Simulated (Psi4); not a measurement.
Single-point calculation, with input and output: SiH$_{3}$

System: SiH$_{3}$, multiplicity 4.
Method: MP2/6-311++G(2d,2p), UHF (Psi4 1.11).

The geometry is that of the parent species in another charge or spin state. The geometry comes from this level: PBE0-D4/def2-TZVP.

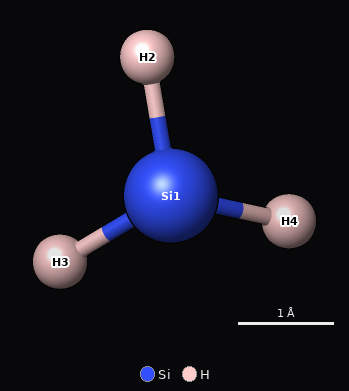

Figure 1. The structure as given in the input (ball-and-stick view, seen at a tilt; atoms are numbered from 1 in the order of the input). Bond lengths as drawn: H–Si 1.49 Å.

### Input file (h3si.in)
```
memory 1600 MB

molecule {
  0 4
  Si     0.55516374    -0.05083363    -0.30997178
  H      1.05664036     1.25723479     2.12386319
  H     -0.42337424    -2.64873462     0.11362923
  H     -1.18842986     1.44233346    -1.92750175
  units au
  symmetry c1
}

set {
  basis           6-311++G(2d,2p)
  reference       uhf
  puream          true
  scf_type        df
  num_frozen_docc 5
  maxiter         100
}

e, wfn = energy("mp2", return_wfn=True)
print_variables()
```

Run on 1 thread of Intel Xeon (Granite Rapids), 96 GiB of memory available, shared host.

Launched with:
```bash
psi4 -i h3si.in -o h3si.out -n 1
```

### Log
```
Psi4 1.11 release

   => Loading Basis Set <=

    Name: 6-311++G(2D,2P)
    Role: ORBITAL
    Keyword: BASIS

         ---------------------------------------------------------
                                   SCF
                              UHF Reference
                        1 Threads,   1525 MiB Core
         ---------------------------------------------------------

  ==> Geometry <==

    Molecular point group: c1
    Full point group: C1

    Geometry (in Bohr), charge = 0, multiplicity = 4:

       Center              X                  Y                   Z               Mass
    ------------   -----------------  -----------------  -----------------  -----------------
         SI           0.072193634239    -0.006610418201    -0.040309423386    27.976926534650
         H            0.573670254239     1.301458001799     2.393525546614     1.007825032230
         H           -0.906344345761    -2.604511408201     0.383291586614     1.007825032230
         H           -1.671399965761     1.486556671799    -1.657839393386     1.007825032230

  Running in c1 symmetry.

  Rotational constants: A =      4.70245  B =      4.70238  C =      2.77977 [cm^-1]
  Rotational constants: A = 140975.81818  B = 140973.94662  C =  83335.43871 [MHz]
  Nuclear repulsion =   15.603296027937279

  Charge       = 0
  Multiplicity = 4
  Electrons    = 17
  Nalpha       = 10
  Nbeta        = 7

  ==> Algorithm <==

  SCF Algorithm Type is DF.
  DIIS enabled.
  MOM disabled.
  Fractional occupation disabled.
  Guess Type is SAD.
  Energy threshold   = 1.00e-08
  Density threshold  = 1.00e-08
  Integral threshold = 1.00e-12

  ==> Primary Basis <==

  Basis Set: 6-311++G(2D,2P)
    Blend: 6-311++G(2D,2P)
    Number of shells: 33
    Number of basis functions: 65
    Number of Cartesian functions: 67
    Spherical Harmonics?: true
    Max angular momentum: 2

   => Loading Basis Set <=

    Name: (6-311++G(2D,2P) AUX)
    Role: JKFIT
    Keyword: DF_BASIS_SCF

  ==> Integral Setup <==

  DFHelper Memory: AOs need 0.010 GiB; user supplied 1.118 GiB.
  SCF_SUBTYPE=INCORE selected. In-core MEM_DF algorithm will be used.
  Using in-core AOs.

  ==> MemDFJK: Density-Fitted J/K Matrices <==

    J tasked:                   Yes
    K tasked:                   Yes
    wK tasked:                   No
    Memory [MiB]:              1144
    Algorithm:                 Core
    Schwarz Cutoff:           1E-12
    Mask sparsity (%):       0.0000
    Fitting Condition:        1E-10

   => Auxiliary Basis Set <=

  Basis Set: (6-311++G(2D,2P) AUX)
    Blend: AUG-CC-PVTZ-JKFIT
    Number of shells: 84
    Number of basis functions: 284
    Number of Cartesian functions: 345
    Spherical Harmonics?: true
    Max angular momentum: 4

  Minimum eigenvalue in the overlap matrix is 2.0023666317E-03.
  Reciprocal condition number of the overlap matrix is 2.8735202602E-04.
    Using symmetric orthogonalization.

  ==> Pre-Iterations <==

  SCF Guess: Superposition of Atomic Densities via on-the-fly atomic UHF (no occupation information).

   -------------------------
    Irrep   Nso     Nmo
   -------------------------
     A         65      65
   -------------------------
    Total      65      65
   -------------------------

  ==> Iterations <==

                           Total Energy        Delta E     RMS |[F,P]|

   @DF-UHF iter SAD:  -290.08416240427931   -2.90084e+02   0.00000e+00
   @DF-UHF iter   1:  -290.26684182489004   -1.82679e-01   3.28140e-03 ADIIS/DIIS
   @DF-UHF iter   2:  -290.30766665045189   -4.08248e-02   1.04361e-03 ADIIS/DIIS
   @DF-UHF iter   3:  -290.31453244520736   -6.86579e-03   5.05137e-04 ADIIS/DIIS
   @DF-UHF iter   4:  -290.31786563736460   -3.33319e-03   1.91928e-04 ADIIS/DIIS
   @DF-UHF iter   5:  -290.31900610963470   -1.14047e-03   1.40133e-04 ADIIS/DIIS
   @DF-UHF iter   6:  -290.31967568774695   -6.69578e-04   1.32341e-04 ADIIS/DIIS
   @DF-UHF iter   7:  -290.32087871750093   -1.20303e-03   1.28615e-04 ADIIS/DIIS
   @DF-UHF iter   8:  -290.32190809727223   -1.02938e-03   1.25556e-04 ADIIS/DIIS
   @DF-UHF iter   9:  -290.32240155887382   -4.93462e-04   1.27783e-04 ADIIS/DIIS
   @DF-UHF iter  10:  -290.32207849451282    3.23064e-04   1.25931e-04 ADIIS/DIIS
   @DF-UHF iter  11:  -290.32232685302586   -2.48359e-04   1.04723e-04 ADIIS/DIIS
   @DF-UHF iter  12:  -290.32292979347511   -6.02940e-04   7.36904e-05 DIIS
   @DF-UHF iter  13:  -290.32308376317474   -1.53970e-04   6.05788e-05 DIIS
   @DF-UHF iter  14:  -290.32326144774402   -1.77685e-04   3.90222e-05 DIIS
   @DF-UHF iter  15:  -290.32340975395061   -1.48306e-04   3.95821e-05 DIIS
   @DF-UHF iter  16:  -290.32344343352366   -3.36796e-05   2.11343e-05 DIIS
   @DF-UHF iter  17:  -290.32349224287265   -4.88093e-05   1.99262e-05 DIIS
   @DF-UHF iter  18:  -290.32350213062460   -9.88775e-06   7.64252e-06 DIIS
   @DF-UHF iter  19:  -290.32350344374998   -1.31313e-06   3.93483e-06 DIIS
   @DF-UHF iter  20:  -290.32350386556845   -4.21818e-07   1.95576e-06 DIIS
   @DF-UHF iter  21:  -290.32350399082731   -1.25259e-07   1.39868e-06 DIIS
   @DF-UHF iter  22:  -290.32350407912156   -8.82943e-08   1.15313e-06 DIIS
   @DF-UHF iter  23:  -290.32350417418041   -9.50589e-08   1.02148e-06 DIIS
   @DF-UHF iter  24:  -290.32350437440272   -2.00222e-07   7.24243e-07 DIIS
   @DF-UHF iter  25:  -290.32350448409534   -1.09693e-07   3.97624e-07 DIIS
   @DF-UHF iter  26:  -290.32350451709698   -3.30016e-08   2.23167e-07 DIIS
   @DF-UHF iter  27:  -290.32350452227871   -5.18173e-09   1.69842e-07 DIIS
   @DF-UHF iter  28:  -290.32350452353228   -1.25357e-09   1.57950e-07 DIIS
   @DF-UHF iter  29:  -290.32350452402045   -4.88171e-10   1.59972e-07 DIIS
   @DF-UHF iter  30:  -290.32350452376340    2.57046e-10   1.58094e-07 DIIS
   @DF-UHF iter  31:  -290.32350452364830    1.15108e-10   1.58383e-07 DIIS
   @DF-UHF iter  32:  -290.32350452348209    1.66210e-10   1.59331e-07 DIIS
   @DF-UHF iter  33:  -290.32350452340233    7.97513e-11   1.50411e-07 DIIS
   @DF-UHF iter  34:  -290.32350452261937    7.82961e-10   1.15969e-07 DIIS
   @DF-UHF iter  35:  -290.32350452149643    1.12294e-09   4.49223e-08 DIIS
   @DF-UHF iter  36:  -290.32350452156015   -6.37215e-11   1.51518e-08 DIIS
   @DF-UHF iter  37:  -290.32350452156976   -9.60654e-12   8.10416e-09 DIIS
  Energy and wave function converged.

  ==> Post-Iterations <==

   @Spin Contamination Metric:   2.321377321E-02
   @S^2 Expected:                3.750000000E+00
   @S^2 Observed:                3.773213773E+00
   @S   Expected:                1.500000000E+00
   @S   Observed:                1.500000000E+00

    Orbital Energies [Eh]
    ---------------------

    Alpha Occupied:

       1A    -68.836497     2A     -6.186525     3A     -4.295548
       4A     -4.294280     5A     -4.286020     6A     -0.839710
       7A     -0.660071     8A     -0.554874     9A     -0.388415
      10A     -0.141146

    Alpha Virtual:

      11A      0.050947    12A      0.053988    13A      0.073255
      14A      0.074067    15A      0.075253    16A      0.097192
      17A      0.130309    18A      0.160005    19A      0.177196
      20A      0.321229    21A      0.338329    22A      0.347077
      23A      0.347335    24A      0.351636    25A      0.399304
      26A      0.502348    27A      0.502595    28A      0.540671
      29A      0.620604    30A      0.733088    31A      0.762887
      32A      0.795292    33A      0.830090    34A      0.838469
      35A      0.995548    36A      1.072788    37A      1.075780
      38A      1.229651    39A      1.234756    40A      1.320794
      41A      1.452483    42A      1.500653    43A      1.527672
      44A      1.910224    45A      1.916277    46A      1.927788
      47A      2.000494    48A      2.021422    49A      2.885730
      50A      2.916656    51A      3.021210    52A      3.992798
      53A      4.012618    54A      4.025287    55A      4.076043
      56A      4.141965    57A      4.173665    58A      4.289159
      59A      4.315410    60A      4.418505    61A      6.040163
      62A     12.139776    63A     12.207101    64A     12.217466
      65A    143.844709

    Beta Occupied:

       1A    -68.825242     2A     -6.171200     3A     -4.276193
       4A     -4.275494     5A     -4.266627     6A     -0.659736
       7A     -0.473537

    Beta Virtual:

       8A     -0.146648     9A      0.014583    10A      0.054198
      11A      0.074982    12A      0.081551    13A      0.095534
      14A      0.096652    15A      0.107314    16A      0.128704
      17A      0.204522    18A      0.213037    19A      0.235652
      20A      0.360491    21A      0.371783    22A      0.405358
      23A      0.423020    24A      0.430117    25A      0.465351
      26A      0.549145    27A      0.551904    28A      0.627377
      29A      0.664378    30A      0.800946    31A      0.831190
      32A      0.840371    33A      0.886733    34A      0.891119
      35A      1.037438    36A      1.114843    37A      1.115558
      38A      1.263486    39A      1.266288    40A      1.374625
      41A      1.500263    42A      1.539356    43A      1.551283
      44A      1.934782    45A      1.943421    46A      1.957868
      47A      2.031002    48A      2.039197    49A      2.963692
      50A      2.996845    51A      3.021084    52A      4.057653
      53A      4.070499    54A      4.081251    55A      4.138417
      56A      4.145526    57A      4.176462    58A      4.347800
      59A      4.374219    60A      4.416403    61A      6.062464
      62A     12.163492    63A     12.221421    64A     12.225740
      65A    143.853116

    Final Occupation by Irrep:
              A
    DOCC [     7 ]
    SOCC [     3 ]
    NA   [    10 ]
    NB   [     7 ]

  @DF-UHF Final Energy:  -290.32350452156976

   => Energetics <=

    Nuclear Repulsion Energy =             15.6032960279372794
    One-Electron Energy =                -432.4224839661460464
    Two-Electron Energy =                 126.4956834166389967
    Total Energy =                       -290.3235045215697596

  UHF NO Occupations:
  HONO-2 :    8  A 1.0000000
  HONO-1 :    9  A 1.0000000
  HONO-0 :   10  A 1.0000000
  LUNO+0 :   11  A 0.0081940
  LUNO+1 :   12  A 0.0034457
  LUNO+2 :   13  A 0.0000042
  LUNO+3 :   14  A 0.0000015

Computation Completed

Properties will be evaluated at   0.000000,   0.000000,   0.000000 [a0]

Properties computed using the SCF density matrix

 Multipole Moments:

 ------------------------------------------------------------------------------------
     Multipole            Electronic (a.u.)      Nuclear  (a.u.)        Total (a.u.)
 ------------------------------------------------------------------------------------

 L = 1.  Multiply by 2.5417464519 to convert [e a0] to [Debye]
 Dipole X            :          0.8461891           -0.9933632           -0.1471740
 Dipole Y            :         -0.1881247            0.0909574           -0.0971673
 Dipole Z            :         -0.2574503            0.5546458            0.2971955
 Magnitude           :                                                    0.3455819

 ------------------------------------------------------------------------------------

	total time  =          1 seconds =       0.02 minutes

  //>>>>>>>>>>>>>>>>>>>>>>>>>>>>>>>>>>>//
  //               DFMP2               //
  //<<<<<<<<<<<<<<<<<<<<<<<<<<<<<<<<<<<//

   => Loading Basis Set <=

    Name: (6-311++G(2D,2P) AUX)
    Role: RIFIT
    Keyword: DF_BASIS_MP2

	 --------------------------------------------------------
	                          DF-MP2
	      2nd-Order Density-Fitted Moller-Plesset Theory
	              UMP2 Wavefunction,   1 Threads

	 --------------------------------------------------------

	 --------------------------------------------------------
	                 NBF =    65, NAUX =   285
	 --------------------------------------------------------
	   CLASS    FOCC     OCC    AOCC    AVIR     VIR    FVIR
	   ALPHA       5      10       5      55      55       0
	    BETA       5       7       2      58      58       0
	 --------------------------------------------------------

	-----------------------------------------------------------
	 ==================> DF-MP2 Energies <====================
	-----------------------------------------------------------
	 Reference Energy          =    -290.3235045215697596 [Eh]
	 Singles Energy            =      -0.0000000000000000 [Eh]
	 Same-Spin Energy          =      -0.0192971016069269 [Eh]
	 Opposite-Spin Energy      =      -0.0803481618800187 [Eh]
	 Correlation Energy        =      -0.0996452634869456 [Eh]
	 Total Energy              =    -290.4231497850566939 [Eh]
	-----------------------------------------------------------
	 ================> DF-SCS-MP2 Energies <==================
	-----------------------------------------------------------
	 SCS Same-Spin Scale       =       0.3333333333333333 [-]
	 SCS Opposite-Spin Scale   =       1.2000000000000000 [-]
	 SCS Same-Spin Energy      =      -0.0064323672023090 [Eh]
	 SCS Opposite-Spin Energy  =      -0.0964177942560225 [Eh]
	 SCS Correlation Energy    =      -0.1028501614583314 [Eh]
	 SCS Total Energy          =    -290.4263546830280802 [Eh]
	-----------------------------------------------------------

	total time  =          0 seconds =       0.00 minutes

  Variable Map:
  ----------------------------------------------------------------------------
  "CURRENT CORRELATION ENERGY"           =>      -0.099645263487
  "CURRENT ENERGY"                       =>    -290.423149785057
  "CURRENT REFERENCE ENERGY"             =>    -290.323504521570
  "CUSTOM SCS-MP2 CORRELATION ENERGY"    =>      -0.102850161458
  "CUSTOM SCS-MP2 TOTAL ENERGY"          =>    -290.426354683028
  "DD SOLVATION ENERGY"                  =>       0.000000000000
  "HF KINETIC ENERGY"                    =>     290.706338961071
  "HF POTENTIAL ENERGY"                  =>    -581.029843482640
  "HF TOTAL ENERGY"                      =>    -290.323504521570
  "HF VIRIAL RATIO"                      =>       1.998683088780
  "MP2 CORRELATION ENERGY"               =>      -0.099645263487
  "MP2 DOUBLES ENERGY"                   =>      -0.099645263487
  "MP2 OPPOSITE-SPIN CORRELATION ENERGY" =>      -0.080348161880
  "MP2 SAME-SPIN CORRELATION ENERGY"     =>      -0.019297101607
  "MP2 SINGLES ENERGY"                   =>      -0.000000000000
  "MP2 TOTAL ENERGY"                     =>    -290.423149785057
  "NUCLEAR REPULSION ENERGY"             =>      15.603296027937
  "ONE-ELECTRON ENERGY"                  =>    -432.422483966146
  "PCM POLARIZATION ENERGY"              =>       0.000000000000
  "PE ENERGY"                            =>       0.000000000000
  "SCF ITERATION ENERGY"                 =>    -290.323504521570
  "SCF ITERATIONS"                       =>      37.000000000000
  "SCF TOTAL ENERGY"                     =>    -290.323504521570
  "SCS-MP2 CORRELATION ENERGY"           =>      -0.102850161458
  "SCS-MP2 TOTAL ENERGY"                 =>    -290.426354683028
  "TWO-ELECTRON ENERGY"                  =>     126.495683416639

  Array Variable Map:
  ----------------------------------------------------------------------------
  "CURRENT DIPOLE"                       =>      -0.147174044981 ... 0.297195502454 1 by 3
  "SCF DIPOLE"                           =>      -0.147174044981 ... 0.297195502454 1 by 3
  "SCF TOTAL ENERGIES"                   =>    -290.084162404279 ... -290.323504521570 1 by 38

    Psi4 run time: 0:00:01.12
```

### Key numbers

| quantity | value |
| --- | --- |
| outcome | converged |
| total energy | −290.423150 hartree |
| SCF energy | −290.323505 hartree |
| MP2 energy | −290.423150 hartree |
| correlation energy | −0.099645 hartree |
| basis functions | 65 |
| ⟨S²⟩ | 3.773 |
| wall time | 2 s |
| peak memory | 0.2 GiB |
